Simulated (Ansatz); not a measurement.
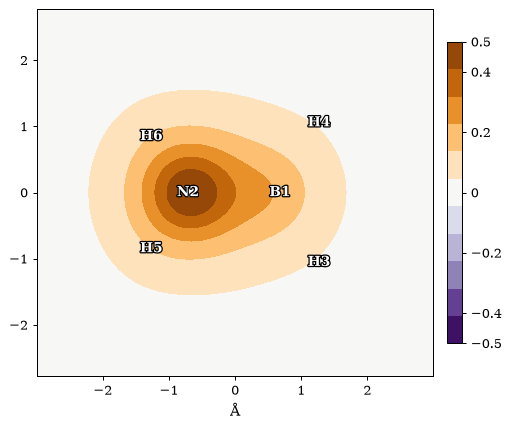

The picture shows: BH4N (SMILES BN). The HOMO on a plane 0.8 Å above the molecular plane (values in Å⁻³ᐟ²; the overall sign is arbitrary).

Geometry: B3LYP-D3(BJ)/def2-SVP.

These are results of isolated molecule in a Gaussian basis; Kohn-Sham density functional theory, functional PBE0 in Ansatz 0.2.0, not measurements.

| atom | x (Å) | y (Å) | z (Å) |
| --- | --- | --- | --- |
| B | -0.6770 | -0.6089 | -0.8301 |
| N | -0.3236 | -0.8706 | -2.1482 |
| H | -0.1255 | -1.2138 | 0.0581 |
| H | -1.5278 | 0.2175 | -0.6020 |
| H | 0.3812 | -1.5503 | -2.4110 |
| H | -0.7453 | -0.4007 | -2.9414 |

Q: Describe this orbital and give its energy.

A: By Hirshfeld shares it lies mainly on N2 (about 70 %) and B1 (about 20 %); it changes sign across the molecular plane (π type). Its energy is −8.70 eV.
